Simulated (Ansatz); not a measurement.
# Nudged elastic band of CH$_{8}$NSi (part 2 of 2)

Continued. System: CH$_{8}$NSi, multiplicity 2. Method: UKS B3LYP/def2-mTZVP (Ansatz 0.2.0). It belongs to a series of runs on one base structure; here: band between the two ends.

Geometry of the input (Å):
```
Si -0.0406  -0.0007  -1.1874
H  -0.6739  -0.0051  0.1628
N  1.6914  -0.0024  -1.2203
H  2.2033  -0.8342  -0.9594
H  2.2051  0.8264  -0.9532
H  -0.5070  1.2205  -1.8866
H  -0.5096  -1.2156  -1.8959
C  0.1015  0.0027  5.0246
H  -0.4732  -0.9085  4.9652
H  1.1760  -0.0411  5.1053
H  -0.3999  0.9580  5.0029
```

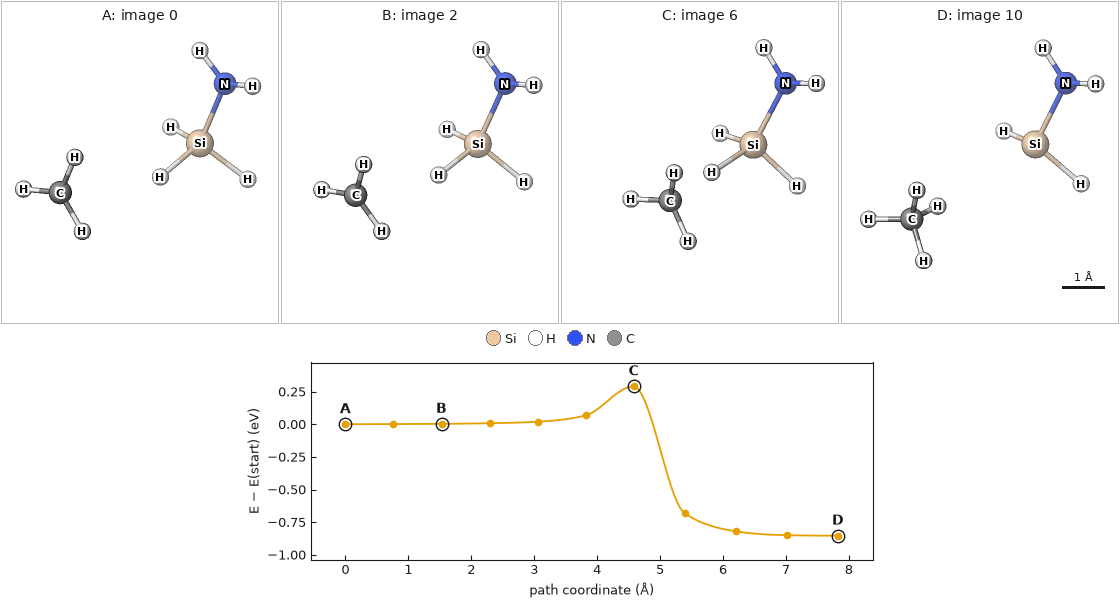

Fig. 1: Images of the last band (counted from 0; ball-and-stick, seen at an oblique angle) above the energy along the path; the line is a cubic interpolation that uses the forces. The highest image is number 6, 0.290 eV above the start and 1.144 eV above the end (the climbing image); the end lies 0.854 eV below the start. The path is 7.83 Å long. The band converged in 26 iterations.

```
Total energy: -10534.87499396 eV, -387.1495152332 hartree
Atom 0 at     0.067099     0.000061     0.004245 Å, force    -0.000137     0.000032    -0.000096 eV/Å
Atom 1 at     0.036400    -0.000168     1.628274 Å, force    -0.000052    -0.000009    -0.000022 eV/Å
Atom 2 at     1.629506     0.000339    -0.751730 Å, force     0.000357    -0.000056     0.000296 eV/Å
Atom 3 at     2.205239    -0.830589    -0.738440 Å, force    -0.000146    -0.000036    -0.000094 eV/Å
Atom 4 at     2.205529     0.831048    -0.737422 Å, force    -0.000205     0.000097    -0.000087 eV/Å
Atom 5 at    -0.649971     1.220459    -0.451925 Å, force     0.000047    -0.000043    -0.000014 eV/Å
Atom 6 at    -0.649597    -1.220362    -0.452431 Å, force     0.000070     0.000013    -0.000007 eV/Å
Atom 7 at    -0.013631    -0.000218     3.245045 Å, force     0.000214    -0.000011    -0.000080 eV/Å
Atom 8 at    -0.593178    -0.890887     3.456302 Å, force    -0.000112     0.000108     0.000050 eV/Å
Atom 9 at     1.038809    -0.052171     3.497386 Å, force     0.000003    -0.000041     0.000003 eV/Å
Atom 10 at    -0.503207     0.942390     3.458598 Å, force    -0.000040    -0.000056     0.000050 eV/Å
Dipole moment:     0.289861    -0.000108     0.043684 e Å
this run last wrote the band of iteration 26 to [file]
```

**The last band as extended XYZ (Å, eV, eV/Å)**
```
11
Properties=species:S:1:pos:R:3:forces:R:3 image=0 energy=-10535.16497
Si   -0.0406   -0.0007   -1.1874   -0.0007   0.0006  -0.0032
H    -0.6739   -0.0051    0.1628    0.0002  -0.0003  -0.0062
N     1.6914   -0.0024   -1.2203   -0.0071   0.0007   0.0028
H     2.2033   -0.8342   -0.9594    0.0044   0.0087   0.0002
H     2.2051    0.8264   -0.9532    0.0037  -0.0096  -0.0001
H    -0.5070    1.2205   -1.8866   -0.0009  -0.0015   0.0020
H    -0.5096   -1.2156   -1.8959   -0.0009   0.0014   0.0022
C     0.1015    0.0027    5.0246   -0.0256   0.0050   0.0027
H    -0.4732   -0.9085    4.9652    0.0019  -0.0019  -0.0018
H     1.1760   -0.0411    5.1053    0.0209  -0.0010   0.0028
H    -0.3999    0.9580    5.0029    0.0040  -0.0021  -0.0014
11
Properties=species:S:1:pos:R:3:forces:R:3 image=1 energy=-10535.16327
Si   -0.0317   -0.0009   -0.9725   -0.0005  -0.0105  -0.0111
H    -0.5536   -0.0051    0.4233   -0.0014  -0.0013   0.0117
N     1.6911   -0.0015   -1.1484    0.0121  -0.0017   0.0044
H     2.2249   -0.8328   -0.9335    0.0015   0.0101   0.0009
H     2.2257    0.8281   -0.9293   -0.0013  -0.0125  -0.0002
H    -0.5523    1.2199   -1.6306   -0.0115   0.0152  -0.0092
H    -0.5573   -1.2157   -1.6401   -0.0003   0.0007  -0.0001
C     0.0806    0.0019    4.7554   -0.0064  -0.0014  -0.0176
H    -0.4921   -0.9085    4.6677    0.0005   0.0049   0.0055
H     1.1523   -0.0442    4.8709    0.0078  -0.0002   0.0101
H    -0.4148    0.9586    4.6951   -0.0005  -0.0033   0.0056
11
Properties=species:S:1:pos:R:3:forces:R:3 image=2 energy=-10535.16207
Si   -0.0422   -0.0026   -0.7842   -0.0005  -0.0004   0.0049
H    -0.5083   -0.0105    0.6322    0.0023  -0.0001  -0.0058
N     1.6731   -0.0015   -1.0270   -0.0049   0.0004  -0.0001
H     2.2149   -0.8325   -0.8329   -0.0008  -0.0005   0.0007
H     2.2153    0.8269   -0.8230   -0.0011   0.0004   0.0010
H    -0.5925    1.2186   -1.4191    0.0014   0.0011  -0.0026
H    -0.5923   -1.2170   -1.4325    0.0011  -0.0011  -0.0027
C     0.1006    0.0045    4.4642   -0.0008   0.0003   0.0003
H    -0.4532   -0.9012    4.2717    0.0014  -0.0001  -0.0008
H     1.1386   -0.0485    4.7543    0.0006  -0.0002   0.0050
H    -0.3810    0.9637    4.3541    0.0013   0.0002   0.0001
11
Properties=species:S:1:pos:R:3:forces:R:3 image=3 energy=-10535.15695
Si   -0.0304   -0.0019   -0.5963    0.0065   0.0001  -0.0033
H    -0.4217   -0.0115    0.8417   -0.0048  -0.0001  -0.0027
N     1.6714   -0.0003   -0.9252    0.0038  -0.0002   0.0074
H     2.2216   -0.8310   -0.7537   -0.0061  -0.0065  -0.0042
H     2.2229    0.8268   -0.7409   -0.0066   0.0066  -0.0039
H    -0.6115    1.2200   -1.2024    0.0023   0.0005  -0.0025
H    -0.6120   -1.2152   -1.2189    0.0021  -0.0005  -0.0026
C     0.0832    0.0033    4.1885    0.0014  -0.0002   0.0239
H    -0.4966   -0.9053    4.1407   -0.0003   0.0015  -0.0058
H     1.1589   -0.0461    4.2571    0.0022   0.0001  -0.0008
H    -0.4128    0.9612    4.1674   -0.0004  -0.0012  -0.0054
11
Properties=species:S:1:pos:R:3:forces:R:3 image=4 energy=-10535.14553
Si    0.0246    0.0008   -0.3831   -0.0075   0.0001   0.0036
H    -0.1818    0.0013    1.0928   -0.0034   0.0000  -0.0141
N     1.6706   -0.0002   -0.9220    0.0030  -0.0001  -0.0144
H     2.2389   -0.8309   -0.8307    0.0023  -0.0019   0.0009
H     2.2399    0.8299   -0.8309    0.0019   0.0017   0.0011
H    -0.6289    1.2193   -0.9186    0.0011   0.0001  -0.0099
H    -0.6300   -1.2176   -0.9179    0.0012  -0.0001  -0.0099
C     0.0100   -0.0007    3.9816    0.0003   0.0001   0.0103
H    -0.5725   -0.9086    3.9643    0.0004   0.0012   0.0108
H     1.0876   -0.0511    3.9581    0.0002   0.0001   0.0108
H    -0.4853    0.9577    3.9642    0.0004  -0.0014   0.0108
11
Properties=species:S:1:pos:R:3:forces:R:3 image=5 energy=-10535.09706
Si    0.0531    0.0002   -0.1777   -0.0205   0.0000  -0.0289
H    -0.0254   -0.0001    1.3108   -0.0098   0.0000  -0.0533
N     1.6498    0.0003   -0.8506   -0.0010  -0.0001  -0.0121
H     2.2233   -0.8298   -0.7893    0.0124  -0.0041  -0.0120
H     2.2241    0.8298   -0.7877    0.0122   0.0042  -0.0119
H    -0.6451    1.2205   -0.6503    0.0040  -0.0045  -0.0327
H    -0.6449   -1.2199   -0.6509    0.0039   0.0046  -0.0327
C    -0.0157   -0.0003    3.7075   -0.0011  -0.0001   0.0773
H    -0.5991   -0.9071    3.6752    0.0001   0.0000   0.0365
H     1.0618   -0.0523    3.6942   -0.0001   0.0000   0.0334
H    -0.5090    0.9585    3.6767   -0.0001   0.0000   0.0364
11
Properties=species:S:1:pos:R:3:forces:R:3 image=6 energy=-10534.87471
Si    0.0671    0.0001    0.0042   -0.0001   0.0000  -0.0001
H     0.0364   -0.0002    1.6283   -0.0001   0.0000   0.0000
N     1.6295    0.0003   -0.7517    0.0004  -0.0001   0.0003
H     2.2052   -0.8306   -0.7384   -0.0001   0.0000  -0.0001
H     2.2055    0.8310   -0.7374   -0.0002   0.0001  -0.0001
H    -0.6500    1.2205   -0.4519    0.0000   0.0000   0.0000
H    -0.6496   -1.2204   -0.4524    0.0001   0.0000   0.0000
C    -0.0136   -0.0002    3.2450    0.0002   0.0000  -0.0001
H    -0.5932   -0.8909    3.4563   -0.0001   0.0001   0.0001
H     1.0388   -0.0522    3.4974    0.0000   0.0000   0.0000
H    -0.5032    0.9424    3.4586    0.0000  -0.0001   0.0001
11
Properties=species:S:1:pos:R:3:forces:R:3 image=7 energy=-10535.84655
Si    0.0379    0.0001   -0.2574   -0.0130   0.0000  -0.1127
H     0.0002   -0.0003    2.1872   -0.0155  -0.0001   0.2411
N     1.6582    0.0002   -0.8904    0.0119   0.0000  -0.0603
H     2.2288   -0.8300   -0.7948    0.0098   0.0004  -0.0247
H     2.2291    0.8302   -0.7938    0.0097  -0.0003  -0.0247
H    -0.6495    1.2306   -0.7391   -0.0003   0.0043  -0.1236
H    -0.6494   -1.2302   -0.7399   -0.0003  -0.0043  -0.1237
C    -0.0161   -0.0002    3.2836   -0.0006   0.0000   0.0167
H    -0.5810   -0.8669    3.6248    0.0058   0.0104   0.0729
H     1.0080   -0.0509    3.6518   -0.0126   0.0005   0.0665
H    -0.4932    0.9173    3.6261    0.0049  -0.0109   0.0725
11
Properties=species:S:1:pos:R:3:forces:R:3 image=8 energy=-10535.98525
Si    0.0047   -0.0001   -0.5172   -0.0039   0.0000  -0.0246
H    -0.0589   -0.0008    2.4351   -0.0058  -0.0001   0.0237
N     1.6755    0.0001   -1.0033    0.0036   0.0000  -0.0108
H     2.2392   -0.8305   -0.8758    0.0004   0.0001  -0.0079
H     2.2394    0.8305   -0.8745    0.0004  -0.0001  -0.0079
H    -0.6212    1.2259   -1.0914    0.0027  -0.0005  -0.0335
H    -0.6216   -1.2248   -1.0935    0.0027   0.0005  -0.0336
C    -0.0281   -0.0002    3.5243   -0.0009   0.0000   0.0235
H    -0.5752   -0.8641    3.8997    0.0004   0.0003   0.0260
H     1.0078   -0.0501    3.8581    0.0001   0.0000   0.0196
H    -0.4886    0.9141    3.8964    0.0004  -0.0002   0.0255
11
Properties=species:S:1:pos:R:3:forces:R:3 image=9 energy=-10536.01492
Si    0.0116    0.0002   -0.7716   -0.0006   0.0000  -0.0034
H    -0.1525   -0.0013    2.6946   -0.0012   0.0000   0.0038
N     1.7061   -0.0003   -1.1666    0.0020   0.0000  -0.0023
H     2.2630   -0.8314   -1.0146   -0.0001   0.0001  -0.0022
H     2.2638    0.8300   -1.0131   -0.0001  -0.0001  -0.0022
H    -0.5777    1.2242   -1.3883    0.0006   0.0000  -0.0042
H    -0.5790   -1.2220   -1.3906    0.0006   0.0000  -0.0042
C    -0.0629   -0.0002    3.7803   -0.0005   0.0000   0.0038
H    -0.5859   -0.8641    4.1888   -0.0002   0.0000   0.0041
H     0.9893   -0.0480    4.0589   -0.0003   0.0000   0.0029
H    -0.5029    0.9126    4.1801   -0.0002   0.0000   0.0040
11
Properties=species:S:1:pos:R:3:forces:R:3 image=10 energy=-10536.01857
Si    0.1029    0.0003   -0.9078    0.0007   0.0000  -0.0025
H    -0.1922   -0.0003    2.9362    0.0001   0.0000   0.0005
N     1.7608    0.0003   -1.4354    0.0016   0.0001  -0.0027
H     2.3288   -0.8305   -1.3306    0.0006  -0.0003   0.0004
H     2.3285    0.8314   -1.3315    0.0007   0.0002   0.0004
H    -0.5328    1.2227   -1.4803   -0.0014  -0.0002   0.0022
H    -0.5325   -1.2229   -1.4790   -0.0014   0.0002   0.0021
C    -0.1366   -0.0003    4.0241    0.0003  -0.0001  -0.0003
H    -0.6747   -0.8626    4.4159   -0.0003   0.0001  -0.0003
H     0.9063   -0.0518    4.3349   -0.0007   0.0000   0.0004
H    -0.5855    0.9136    4.4113   -0.0003  -0.0001  -0.0002
```
